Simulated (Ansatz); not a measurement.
**CCSD(T)/def2-SVP (core potential) run of SnNH4F (SMILES [NH2][SnH2][F])**

What is the vertical singlet–triplet gap of SnNH4F at CCSD(T)/def2-SVP (core potential)? 

The results are computed with Ansatz 0.2.0.

59 further runs of the same task are left out: 1 that didn't finish, 58 set aside as unsound or not needed.

**1. The system as given**

SnNH4F has 7 atoms, charge 0, and is taken as a singlet. As SMILES, `[NH2][SnH2][F]`. Geometry: relaxed at PBE0-D4/def2-TZVP. This is one conformer, not always the lowest.

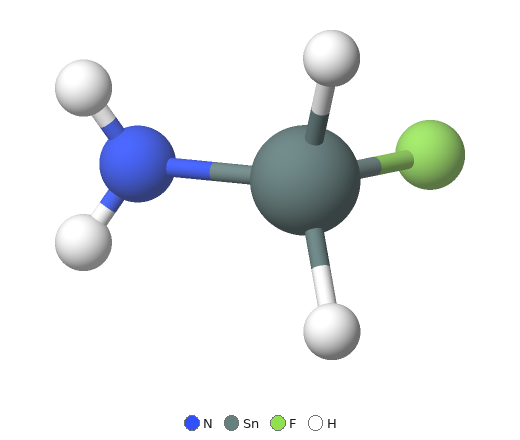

The structure, seen from a chosen angle (nitrogen blue, tin teal, fluorine green, hydrogen white).

**2. The energy at CCSD(T)/def2-SVP (core potential)**

run.yaml reads:

```yaml
crystal:
  periodic: [false, false, false]
  atoms:
    - {symbol: N, position_ang: [-0.824600, 0.088300, -0.943000]}
    - {symbol: Sn, position_ang: [0.497700, -0.065100, 0.542900]}
    - {symbol: F, position_ang: [0.233900, -1.827500, 1.272400]}
    - {symbol: H, position_ang: [-1.584200, 0.741400, -0.829600]}
    - {symbol: H, position_ang: [-0.469500, 0.125500, -1.885700]}
    - {symbol: H, position_ang: [0.113100, 0.971100, 1.833800]}
    - {symbol: H, position_ang: [2.094900, -0.101800, -0.036600]}
basis:
  gaussian: {orbitals: def2-SVP}
correlation: {method: ccsd_t, frozen_orbitals: {F: 1, H: 0, "N": 1, Sn: 4}}
accuracy: high
scf: {omitted_lower_state_checks: [cluster_reference, increment]}
```

Command:

```console
$ ansatz run run.yaml --threads 1 --pin off --max-ram 3480MiB --events-out events.jsonl --progress --plain --runs-dir runs
```

Output, cut to the lines that bear on the results:

```text
Warning: RAYON_NUM_THREADS=1 ignored (pool sized by the plan → 1); use --threads N
Functional definition: HF
  name "HF"
[...]
1764 factors; integrals over basis functions are off by at most 2.9e-9 eV
[...]
mean field -10053.13551084 eV, -369.4459157632 hartree, gradient 1.3e-8 eV, S^2 0.000000; 0 other end points of the search recorded, 0 dependent functions left out
6 core orbitals not correlated: weight in the atoms' cores, before any rotation towards them, 1.000 or more for the frozen orbitals, at most 0.000 for the correlated occupied ones
reference -10053.13551084 eV, -369.4459157632 hartree; 15, 15 occupied and 53, 53 virtual orbitals, 1764 factors
second order -13.03106420 eV of doubles, -0.00000000 eV of singles
cycle   1  -13.31979172 eV  change   -2.9e-1 eV  update   9.2e-2
[...]
cycle  22  -13.75985469 eV  change   6.5e-10 eV  update   1.6e-9
perturbative correction -0.28882118 eV, -0.0106139827 hartree
Total energy: -10067.18418670 eV, -369.9621950789 hartree
Checks for a lower state left out: cluster_reference, increment
```

It took 14 s on 1 thread of Intel Xeon Platinum 8488C (Sapphire Rapids), shared host; peak memory 0.41 GiB.

**3. The triplet at the same level**

molecule.yaml reads:

```yaml
basis:
  gaussian:
    orbitals: def2-SVP
crystal:
  periodic: [false, false, false]
  atoms:
    - {symbol: N, position_ang: [-0.824600, 0.088300, -0.943000]}
    - {symbol: Sn, position_ang: [0.497700, -0.065100, 0.542900]}
    - {symbol: F, position_ang: [0.233900, -1.827500, 1.272400]}
    - {symbol: H, position_ang: [-1.584200, 0.741400, -0.829600]}
    - {symbol: H, position_ang: [-0.469500, 0.125500, -1.885700]}
    - {symbol: H, position_ang: [0.113100, 0.971100, 1.833800]}
    - {symbol: H, position_ang: [2.094900, -0.101800, -0.036600]}
magnetization:
  spin_polarized: true
  initial_magnetization: 2
correlation:
  method: ccsd_t
  frozen_orbitals: {F: 1, H: 0, "N": 1, Sn: 4}
accuracy: high
scf:
  omitted_lower_state_checks: [cluster_reference, increment]
```

Command:

```console
$ ansatz run molecule.yaml --threads 1 --pin off --max-ram 3480MiB --events-out events.jsonl --progress --plain --runs-dir runs
```

Output, cut to the lines that bear on the results:

```text
Warning: RAYON_NUM_THREADS=1 ignored (pool sized by the plan → 1); use --threads N
[... 2 set-up lines as earlier in the session ...]
[...]
1764 factors; integrals over basis functions are off by at most 2.9e-9 eV
[...]
mean field -10047.97709473 eV, -369.2563474679 hartree, gradient 5.2e-8 eV, S^2 2.010929; 5 other end points of the search recorded, 0 dependent functions left out
6 core orbitals not correlated: weight in the atoms' cores, before any rotation towards them, 1.000 or more for the frozen orbitals, at most 0.000 for the correlated occupied ones
reference -10047.97709473 eV, -369.2563474679 hartree; 16, 14 occupied and 52, 54 virtual orbitals, 1764 factors
second order -12.20754103 eV of doubles, -0.00000000 eV of singles
cycle   1  -12.70172728 eV  change   -4.9e-1 eV  update   9.3e-2
[...]
cycle  33  -13.16621105 eV  change   9.2e-11 eV  update   2.7e-9
perturbative correction -0.28070900 eV, -0.0103158653 hartree
Total energy: -10061.42401478 eV, -369.7505126651 hartree
Checks for a lower state left out: cluster_reference, increment
```

Wall time 58 s (1 thread of Intel Xeon Platinum 8488C (Sapphire Rapids), shared host); peak memory 0.73 GiB.

**4. What came out**

At CCSD(T)/def2-SVP (core potential), 6 core orbitals frozen:

| quantity | value |
| --- | --- |
| singlet: total energy | -369.96220 Eh |
| singlet: correlation energy (6 core orbitals frozen) | -516.3 mEh |
| singlet: (T) correction | -10.61 mEh |
| singlet: T1 diagnostic | 0.012 |
| triplet: total energy | -369.75051 Eh |
| triplet: correlation energy (6 core orbitals frozen) | -494.2 mEh |
| triplet: (T) correction | -10.32 mEh |
| triplet: ⟨S²⟩ of the reference determinant | 2.011 |
| triplet: T1 diagnostic | 0.023 |
| vertical energy of the triplet above the singlet | 5.760 eV |

What this shows: At this shape the triplet lies 5.76 eV (556 kJ/mol) above the singlet. The triples (singlet) make up 2.1 % of the correlation energy. The triples (triplet) make up 2.1 % of the correlation energy.
